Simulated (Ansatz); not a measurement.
Input

```
crystal:
  lattice:
    - [3.0621341154, 0.0, 0.0]
    - [0.0, 3.0621341154, 0.0]
    - [0.0, 0.0, 3.0621341154]
  atoms:
    - { symbol: Yb, position: [0.0, 0.0, 0.0], spin: 0.35 }
    - { symbol: C, position: [0.5, 0.5, 0.5] }
basis:
  ecutwfc: 500
  ecutrho_ratio: 4
kpoints:
  mp_grid: { grid: [12, 12, 12] }
hamiltonian:
  xc: r2scan
scf:
  occupations: { method: gaussian, width: 0.05 }
output:
  forces: true
  stress: true
  eigenvalues: true
  populations: true
  write_density: true
  write_potential: true
  elf: true
  volumetric_format: npy
magnetization:
  spin_polarized: true
```

Command:

```sh
ansatz run input.yaml --threads 2 --pin off --max-ram 2662MiB --backend cpu --events-out ev --progress --plain --runs-dir out
```

Below, planes, directions and counts refer to the conventional cell (a = 3.06 Å, b = 3.06 Å, c = 3.06 Å, α = 90.00°, β = 90.00°, γ = 90.00°).

Space group Pm-3m; started from the CsCl prototype, which need not be the ambient phase; changed on purpose from its base cell (volume × 1.040); computed pressure about −4 GPa in this cell; no Hubbard U on the f states and no spin–orbit coupling; spin-polarised.

All numbers below come from DFT r2SCAN, scalar-relativistic, plane waves, PAW in Ansatz 0.2.0.

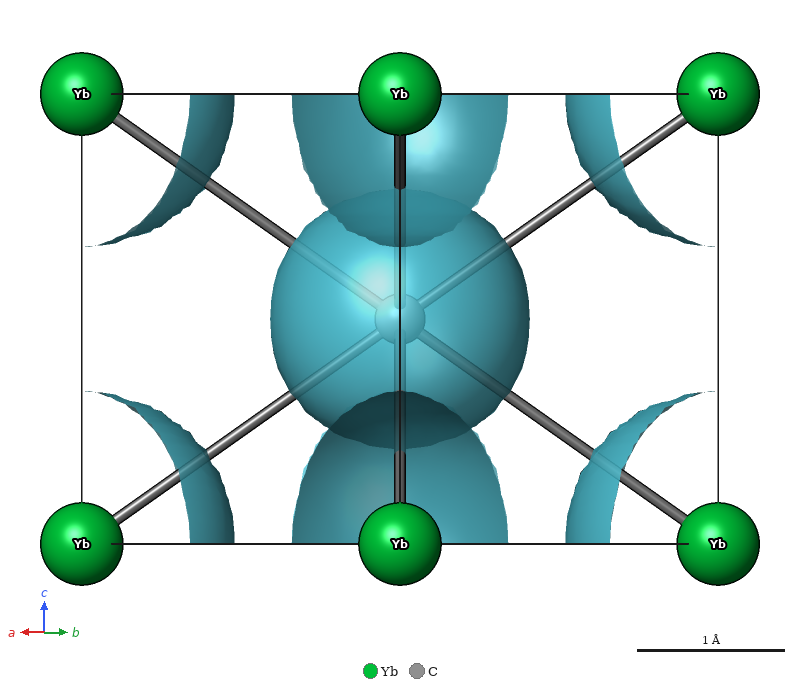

YbC. Isosurface of the valence pseudo-density at 0.5 e/Å³ (cyan), seen along [110]. Sticks mark near contacts.

Core electrons are frozen (PAW), and the valence fields are smoothed inside the atomic spheres.

What does this surface tell about the bonding?

At this value the density breaks into separate islands; it holds about 85 % of the electrons treated as valence (semicore included). It bridges none of the near contacts. It is pinched off along the sampled Yb–C (2.65 Å) contacts. On the grid the lowest density along these lines, outside the cores, is 0.25 e/Å³ (Yb–C, 2.65 Å).
